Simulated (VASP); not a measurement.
# A VASP study of MgCdSeS (SCAN): structure first, properties next

Wanted: the relaxed cell of MgCdSeS and its properties. The steps: rough relaxation of the start cell, relaxing cell and atoms (SCAN), single point with fields (SCAN), bands along the symmetry lines (SCAN) and density of states (SCAN). The cell is invented: it takes the structure of a Materials Project entry for ZnCdSeS (space group 156 there), with some of its atoms replaced by other elements, volume scaled by an estimate. It may not be a known or stable phase. Left out of this account: 2 further runs (phonons: its modes failed a check; core levels: core levels are not valid at this level).

Main program and level: VASP 6.6.1; SCAN; plane waves and PAW (Cd, Se, S, Mg); invented cell.

## 1. The starting structure

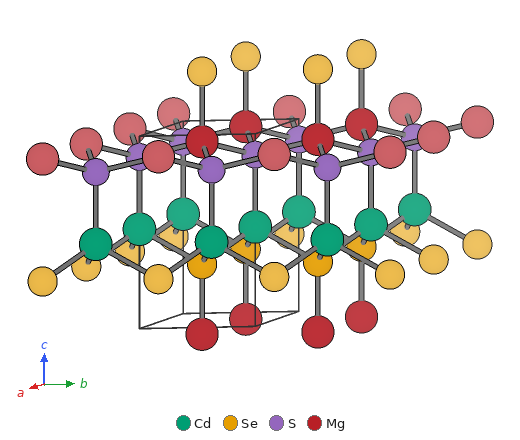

The starting structure, seen slightly off an axis (cadmium teal, selenium orange, sulfur purple, magnesium red). 2×2×1 cells are drawn. Some periodic images of atoms are drawn too.

## 2. Rough relaxation of the start cell

The start is only an estimate, so a cheap relaxation brings it near a minimum before any careful run. SCAN adds the kinetic-energy density; it is numerically more delicate than r2SCAN.

File INCAR:

```
SYSTEM = MgCdSeS
PREC = Normal
ENCUT = 400
EDIFF = 1E-05
NELM = 60
ISMEAR = 0
SIGMA = 0.05
LREAL = .FALSE.
ALGO = Normal
METAGGA = SCAN
LASPH = .TRUE.
NBANDS = 19
LORBIT = 11
LWAVE = .FALSE.
LCHARG = .FALSE.
KPAR = 2
IBRION = 2
NSW = 40
ISIF = 3
EDIFFG = -0.04
```

File POSCAR:

```
MgCdSeS
1.0
    4.1231710000      0.0000000000      0.0000000000
   -2.0615860000      3.5707710000      0.0000000000
    0.0000000000      0.0000000000      6.8536610000
Cd Se S Mg
1 1 1 1
Direct
    0.0000000000      0.0000000000      0.5169700000
    0.3333333300      0.6666666700      0.3535650000
    0.0000000000      0.0000000000      0.8919620000
    0.3333333300      0.6666666700      0.9895030000
```

File KPOINTS:

```
Automatic mesh
0
Gamma
5 5 3
0 0 0
```

Potentials, in the order of the species: Cd, Se, S and Mg (PBE family, release 64).

Launch:

```console
$ mpirun -np 2 vasp_std
```

The program printed:

```text
[banner, memory and clock lines left out]
running    2 mpi-ranks, on    1 nodes
 distrk:  each k-point on    1 cores,    2 groups
 distr:  one band on    1 cores,    1 groups

 POSCAR found type information on POSCAR CdSeS Mg
 POSCAR found :  4 types and       4 ions
|                                                                             |
|               ----> ADVICE to this user running VASP <----                  |
|                                                                             |
|     You enforced a specific xc type in the INCAR file but a different       |
|     [... a line on the potential file left out ...]
|     I HOPE YOU KNOW WHAT YOU ARE DOING!                                     |
|                                                                             |

 LDA part: xc-table for (None), standard interpolation
 POSCAR, INCAR and KPOINTS ok, starting setup
 FFT: planning ... GRIDC
 FFT: planning ... GRID_SOFT
 FFT: planning ... GRID
 WAVECAR not read
 entering main loop
       N       E                     dE             d eps       ncg     rms          rms(c)
DAV:   1     0.622213362139E+02    0.62221E+02   -0.10112E+04   456   0.973E+02
DAV:   2    -0.690061811055E+02   -0.13123E+03   -0.12779E+03   535   0.243E+02
DAV:   3    -0.764152565793E+02   -0.74091E+01   -0.73825E+01   540   0.579E+01
DAV:   4    -0.764793607081E+02   -0.64104E-01   -0.64081E-01   605   0.543E+00
DAV:   5    -0.764800075191E+02   -0.64681E-03   -0.64678E-03   568   0.533E-01    0.726E+00
DAV:   6    -0.695349564749E+02    0.69451E+01   -0.57491E+00   508   0.309E+01    0.858E+00
DAV:   7    -0.695401217687E+02   -0.51653E-02   -0.59633E-01   557   0.632E+00    0.594E+00
DAV:   8    -0.695677741830E+02   -0.27652E-01   -0.15851E-01   490   0.351E+00    0.153E+00
DAV:   9    -0.695765836022E+02   -0.88094E-02   -0.22092E-02   556   0.105E+00    0.207E-01
DAV:  10    -0.695763970580E+02    0.18654E-03   -0.26860E-03   489   0.442E-01    0.145E-01
DAV:  11    -0.695764731848E+02   -0.76127E-04   -0.20287E-04   520   0.164E-01    0.832E-02
DAV:  12    -0.695764750582E+02   -0.18735E-05   -0.10238E-04   489   0.893E-02    0.116E-02
DAV:  13    -0.695764714374E+02    0.36208E-05   -0.47832E-06   291   0.149E-02
   1 F= -.69576471E+02 E0= -.69576471E+02  d E =-.695765E+02
 curvature:   0.00 expect dE= 0.000E+00 dE for cont linesearch  0.000E+00
 trial: gam= 0.00000 g(F)=  0.304E-01 g(S)=  0.749E-03 ort = 0.000E+00 (trialstep = 0.100E+01)
 search vector abs. value=  0.312E-01
 bond charge predicted
       N       E                     dE             d eps       ncg     rms          rms(c)
DAV:   1    -0.695921015230E+02   -0.15626E-01   -0.13850E+00   456   0.686E+00    0.875E-01
DAV:   2    -0.695991388037E+02   -0.70373E-02   -0.74656E-02   542   0.221E+00    0.262E-01
DAV:   3    -0.695984180692E+02    0.72073E-03   -0.21466E-03   561   0.374E-01    0.165E-01
DAV:   4    -0.695980232475E+02    0.39482E-03   -0.62272E-04   549   0.145E-01    0.522E-02
DAV:   5    -0.695979795831E+02    0.43664E-04   -0.54061E-05   514   0.472E-02    0.292E-02
DAV:   6    -0.695979289251E+02    0.50658E-04   -0.80959E-06   323   0.267E-02    0.151E-02
DAV:   7    -0.695978926842E+02    0.36241E-04   -0.64421E-06   271   0.216E-02    0.519E-03
DAV:   8    -0.695978979531E+02   -0.52690E-05   -0.10040E-06   228   0.729E-03
   2 F= -.69597898E+02 E0= -.69597898E+02  d E =-.214265E-01
[...]
3 F= -.69602104E+02 E0= -.69602104E+02  d E =-.256328E-01
[...]
4 F= -.69603002E+02 E0= -.69603002E+02  d E =-.265305E-01
[...]
5 F= -.69604924E+02 E0= -.69604924E+02  d E =-.192203E-02
[...]
6 F= -.69604974E+02 E0= -.69604974E+02  d E =-.197164E-02
[...]
7 F= -.69604967E+02 E0= -.69604967E+02  d E =-.196459E-02
 curvature:  -0.57 expect dE=-0.383E-03 dE for cont linesearch -0.194E-05
 trial: gam= 0.10899 g(F)=  0.481E-03 g(S)=  0.185E-03 ort = 0.126E-03 (trialstep = 0.115E+01)
 search vector abs. value=  0.750E-03
 bond charge predicted
       N       E                     dE             d eps       ncg     rms          rms(c)
DAV:   1    -0.696060093263E+02   -0.10449E-02   -0.26156E-01   459   0.316E+00    0.223E-01
DAV:   2    -0.696057606702E+02    0.24866E-03   -0.38131E-03   543   0.597E-01    0.111E-01
DAV:   3    -0.696055981767E+02    0.16249E-03   -0.32172E-04   595   0.134E-01    0.653E-02
DAV:   4    -0.696055178876E+02    0.80289E-04   -0.57480E-05   578   0.605E-02    0.310E-02
DAV:   5    -0.696054837263E+02    0.34161E-04   -0.23510E-05   519   0.394E-02    0.789E-03
DAV:   6    -0.696054820757E+02    0.16507E-05   -0.32751E-06   228   0.157E-02
   8 F= -.69605482E+02 E0= -.69605482E+02  d E =-.515509E-03
 trial-energy change:   -0.000516  1 .order   -0.000521   -0.000780   -0.000263
 step:   1.7279(harm=  1.7279)  dis= 0.00289  next Energy=   -69.605555 (dE=-0.588E-03)
 reached required accuracy - stopping structural energy minimisation
```

Elapsed: 86 s, on 2 MPI ranks of AMD EPYC 9R14 (Zen 4), shared host; peak memory 0.27 GiB; 2.8 min of CPU time.

Lines that name or quote the potential files are left out of all logs, and their timing lines are given in words.

OUTCAR, selected parts (step 2):

```text
ion  position               nearest neighbor table
   1  0.000  0.000  0.517-   3 2.57   2 2.63   2 2.63   2 2.63
   2  0.333  0.667  0.354-   4 2.50   1 2.63   1 2.63   1 2.63
   3  0.000  0.000  0.892-   4 2.47   4 2.47   4 2.47   1 2.57
   4  0.333  0.667  0.990-   3 2.47   3 2.47   3 2.47   2 2.50

  LATTYP: Found a hexagonal cell.
 ALAT       =     4.1231710000
 C/A-ratio  =     1.6622305987

 Subroutine GETGRP returns: Found  6 space group operations
 (whereof  6 operations were pure point group operations)

The static configuration has the point symmetry C_3v.

 Found     12 irreducible k-points:

   k-points           NKPTS =     12   k-points in BZ     NKDIM =     12   number of bands    NBANDS=     19

   dimension x,y,z NGX =    20 NGY =   20 NGZ =   36
   dimension x,y,z NGXF=    40 NGYF=   40 NGZF=   72

   ENCUT  =  400.0 eV  29.40 Ry    5.42 a.u.   6.72  6.72 11.18*2*pi/ulx,y,z

   NELECT =      26.0000    total number of electrons

 k-points in reciprocal lattice and weights: Automatic mesh
   0.00000000  0.00000000  0.00000000       0.013
   0.20000000  0.00000000  0.00000000       0.080
   0.40000000  0.00000000  0.00000000       0.080
   0.20000000  0.20000000  0.00000000       0.080
   0.40000000  0.20000000  0.00000000       0.080
   0.00000000  0.00000000  0.33333333       0.027
   0.20000000  0.00000000  0.33333333       0.080
   0.00000000  0.20000000  0.33333333       0.080
   0.40000000  0.00000000  0.33333333       0.080
   0.00000000  0.40000000  0.33333333       0.080
   0.20000000  0.20000000  0.33333333       0.160
   0.40000000  0.20000000  0.33333333       0.160

 average (electrostatic) potential at core
       1 -44.9355       2 -60.1312       3 -92.1124       4 -43.0006

 E-fermi :   1.4818

 k-point     1 :       0.0000    0.0000    0.0000
  band No.  band energies     occupation
    ...
      9      -0.4541      2.00000
     10      -0.4539      2.00000
     11       0.6303      2.00000
     12       1.2558      2.00000
     13       1.2560      2.00000
     14       3.1344      0.00000
     15       4.9266      0.00000
     16       8.0075      0.00000
     17       8.0077      0.00000
     18       8.1380      0.00000
    ...

 k-point     2 :       0.2000    0.0000    0.0000
  band No.  band energies     occupation
    ...
      9      -1.3581      2.00000
     10      -0.6638      2.00000
     11      -0.3754      2.00000
     12       0.4795      2.00000
     13       0.9383      2.00000
     14       4.4428      0.00000
     15       5.7847      0.00000
     16       7.2933      0.00000
     17       7.7214      0.00000
     18       8.4605      0.00000
    ...

 k-point     3 :       0.4000    0.0000    0.0000
  band No.  band energies     occupation
    ...
      9      -2.1767      2.00000
     10      -1.6891      2.00000
     11      -0.9791      2.00000
     12      -0.2383      2.00000
     13       0.4939      2.00000
     14       5.2087      0.00000
     15       5.4748      0.00000
     16       6.3134      0.00000
     17       8.1629      0.00000
     18       8.2444      0.00000
    ...

  Total        0.0006808      0.0006808     -0.0204281     -0.0000000      0.0000000     -0.0000000
  in kB        0.0107330      0.0107330     -0.3220764     -0.0000000      0.0000000     -0.0000000
  external PRESSURE =      -0.1002035 kB  Pullay stress =       0.0000000 kB

  energy-cutoff  :      400.00
  volume of cell :      101.62
      direct lattice vectors                 reciprocal lattice vectors
     4.147256362 -0.000000003  0.000000000     0.241123266  0.139212610 -0.000000000
    -2.073628687  3.591629540 -0.000000000     0.000000000  0.278425152 -0.000000000
     0.000000000  0.000000000  6.822227943    -0.000000000 -0.000000000  0.146579682

 POSITION                                       TOTAL-FORCE (eV/Angst)
 -----------------------------------------------------------------------------------
     -2.07363      3.59163      3.52271        -0.000000     -0.000000     -0.037708
     -0.00000      2.39442      2.47594         0.000000      0.000000      0.012004
      0.00000      0.00000      6.05094         0.000000      0.000000      0.033409
     -0.00000      2.39442      6.72518        -0.000000     -0.000000     -0.007704
 -----------------------------------------------------------------------------------
    total drift:                               -0.000093      0.000079     -0.048217

  FREE ENERGIE OF THE ION-ELECTRON SYSTEM (eV)
  ---------------------------------------------------
  free  energy   TOTEN  =       -69.6054820757 eV

  energy  without entropy=      -69.6054820757  energy(sigma->0) =      -69.60548208

 reached required accuracy - stopping structural energy minimisation

 total charge
# of ion       s       p       d       tot
------------------------------------------
    1        0.431   0.328   9.570  10.329
    2        1.436   2.489   0.020   3.945
    3        1.304   2.486   0.000   3.790
    4        0.149   0.131   0.032   0.312
--------------------------------------------------
tot          3.320   5.434   9.622  18.375

[... 3 further parts left out ...]
```

The gap is read on the k-mesh alone, so it is an upper bound where the band edges lie off the mesh. This relaxation is a rough one on cheap settings, only to bring the start near its minimum. The PAW data sets were made with PBE, which is usual practice but a small mismatch for other functionals. The run keeps the 6 symmetry operations of its start, so it cannot find a distortion of lower symmetry.

Step by step:

```
step  energy less that of the first step (eV)  largest force (eV/Å)  pressure (GPa)  volume (Å³)
   1                                   0.0000                0.6480            0.23       100.91
   2                                  -0.0214                0.2766           -0.05       101.43
   3                                  -0.0256                0.1059           -0.26       102.06
   4                                  -0.0265                0.0668           -0.21       101.89
   5                                  -0.0285                0.0954            0.12       101.41
   6                                  -0.0285                0.0787            0.07       101.48
   7                                  -0.0285                0.0834            0.08       101.46
   8                                  -0.0290                0.0377           -0.01       101.62
```

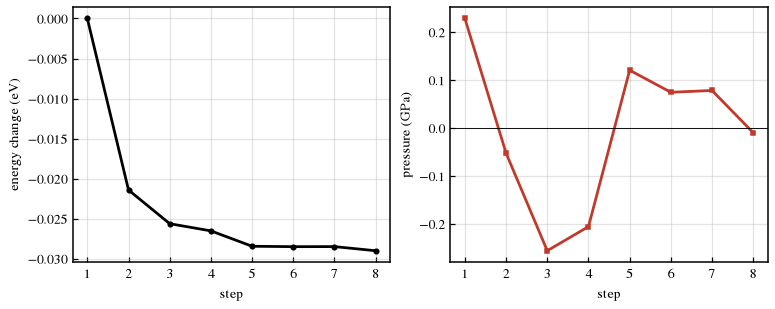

Energy and pressure along the relaxation.

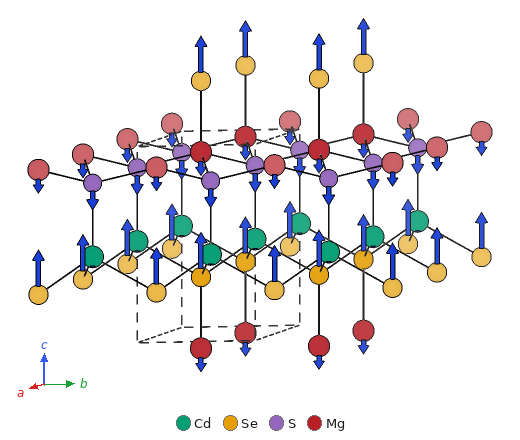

Displacements in the relaxation, exaggerated, measured against the changing cell; the longest in the cell stands for 0.06 Å. 2×2×1 cells are drawn. Some periodic images of atoms are drawn too.

```
conventional cell, symmetrised  before  after  change
                         a (Å)   4.123  4.147  +0.6 %
                         b (Å)   4.123  4.147  +0.6 %
                         c (Å)   6.854  6.822  -0.5 %
              volume (Å³/atom)   25.23  25.40  +0.7 %
```

The atoms that moved most (Å, as changes of fractional coordinates times the final cell):

```
atom     dx     dy      dz  length
 Se2  0.000  0.000   0.064   0.064
  S3  0.000  0.000  -0.034   0.034
 Mg4  0.000  0.000  -0.025   0.025
```

Final coordinates:

```xyz
4
Lattice="4.1473 0.0000 0.0000 -2.0736 3.5916 0.0000 0.0000 0.0000 6.8222" Properties=species:S:1:pos:R:3 pbc="T T T"
Cd    0.0000    0.0000    3.5227
Se    0.0000    2.3944    2.4759
S     0.0000    0.0000    6.0509
Mg    0.0000    2.3944    6.7252
```

A gap read on the k-mesh alone can miss the band edges.

This step gave:

| Quantity | Value |
| --- | --- |
| electrons | 26 |
| bands | 19 |
| irreducible k-points | 12 |
| symmetry operations | 6 |
| free energy (TOTEN) | -69.6055 eV |
| Fermi energy | 1.482 eV |
| pressure | -0.01002 GPa |
| metallic | no |
| valence top at k | 0, 0, 0 |
| conduction bottom at k | 0, 0, 0 |
| least direct gap at k | 0, 0, 0 |
| SCF cycles over all ionic steps | 57 |
| gap on the k-mesh | 1.878 eV |
| least direct gap on the k-mesh | 1.878 eV |

It ends with a largest force of 0.038 eV/Å and a pressure of -0.01 GPa.

(Continued in part 2 of 3.)

[Lines on the potential files, build, host, timing and source positions are cut from VASP's logs without a mark.]

[Logs are printed without paths, hosts, clocks, repeated set-up lines and the standing remarks that a program may print on its own settings, such as how far it seeks lower states.]

[Hosts, paths, dates, database ids (printed as entryN), source tags and the programs' standing remarks are cut or masked in the printed files.]

[A measured line is paired with the nearest computed mode of its activity, which favours agreement.]
